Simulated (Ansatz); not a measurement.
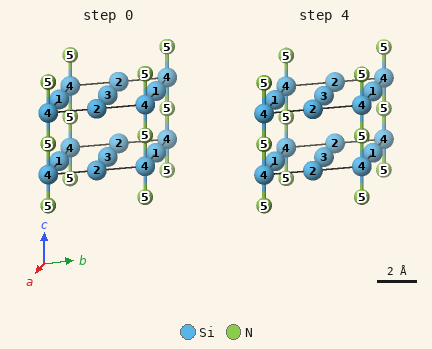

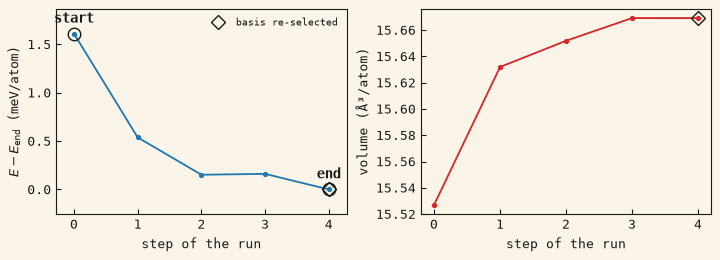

First and last geometry of a relaxation of a crystal of Si4N (a generated structure, set up in P6/mmm), with the history of the run. A ball-and-stick model of the cell of the calculation, seen slightly off an axis.

These are results of DFT PBE, scalar-relativistic, plane waves, PAW (Ansatz), not measurements. Settings: plane-wave cutoff 420 eV; k-point mesh 12 × 12 × 12; occupations gaussian; smearing width 0.1 eV; no spin polarisation; cell and atoms relaxed; force threshold 0.01 eV/Å; at most 80 steps.

Q: What do the curves and the structures tell?

A: It converged. No atom moves by more than 0.005 Å relative to the cell. The drawn cell changes as follows: a = b 5.217 → 5.257 Å (+0.8 %), c 3.293 → 3.273 Å (−0.6 %); the volume changes by +0.9 %. Some distances before and after: Si4–N5 1.647 → 1.637 Å. The space group stays P6/mmm (No. 191). After 3 accepted moves (4 points after the start) the energy has fallen by 1.6 meV per atom. All forces vanish by symmetry, so only the cell relaxes. Pressure: 0.40 GPa at the start and 0.00 GPa at the end. The SCF was repeated once at an unchanged geometry on a basis and grid sized afresh for the cell, which shifted the energy by 0.2 meV per atom at most.

| step | E − E(0), meV/atom | pressure, GPa | volume, Å³/atom | note |
| --- | --- | --- | --- | --- |
| 0 | 0.00 | 0.40 | 15.527 |  |
| 1 | -1.07 | -0.06 | 15.632 |  |
| 2 | -1.46 | 0.10 | 15.652 |  |
| 3 | -1.45 | -0.01 | 15.669 |  |
| 4 | -1.61 | 0.00 | 15.669 | same geometry, new basis |
